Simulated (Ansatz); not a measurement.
# BF2H6NSi2: the cost of one run

Computed with Ansatz 0.2.0, Gaussian basis. Level: the settings change from run to run.

**1. The molecule**

The structure was relaxed beforehand with PBE0-D4 in a triple-zeta def2 set.

12 atoms, charge 0, spin multiplicity 1.

Atoms are counted from 1 here; the program's logs count them from 0.

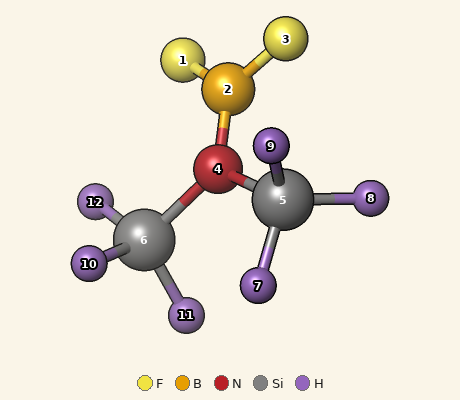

The geometry (fluorine yellow, boron amber, nitrogen red, silicon grey, hydrogen purple); atoms are numbered from 1 in the order of the file.

**2. rPW86-PBE/pcseg-2**

Options: D4 dispersion.

in.yaml reads:

```yaml
crystal:
  periodic: [false, false, false]
  atoms:
    - {symbol: F, position_ang: [1.386323, -2.194425, 0.639447]}
    - {symbol: B, position_ang: [0.356032, -1.394485, 0.878099]}
    - {symbol: F, position_ang: [-0.443035, -1.740152, 1.887470]}
    - {symbol: N, position_ang: [0.087009, -0.232096, 0.126469]}
    - {symbol: Si, position_ang: [-1.320252, 0.731310, 0.552728]}
    - {symbol: Si, position_ang: [1.077951, 0.309067, -1.215526]}
    - {symbol: H, position_ang: [-1.344438, 1.861315, -0.411468]}
    - {symbol: H, position_ang: [-2.564779, -0.062965, 0.419986]}
    - {symbol: H, position_ang: [-1.203086, 1.257655, 1.933601]}
    - {symbol: H, position_ang: [1.576273, 1.679598, -0.935719]}
    - {symbol: H, position_ang: [0.255117, 0.352413, -2.450939]}
    - {symbol: H, position_ang: [2.213984, -0.622337, -1.390148]}
basis:
  gaussian: {orbitals: pcseg-2}
hamiltonian: {xc: {name: rPW86-PBE}, dispersion: d4}
```

Started as:

```console
ansatz run in.yaml --threads 4 --pin off --events-out ev --progress --plain --max-ram 11315MiB
```

**Question.** How long does this run take on 4 threads of Arm Neoverse V2, shared host, and how much memory does it need?

About 6 s, with a peak of 0.44 GiB.
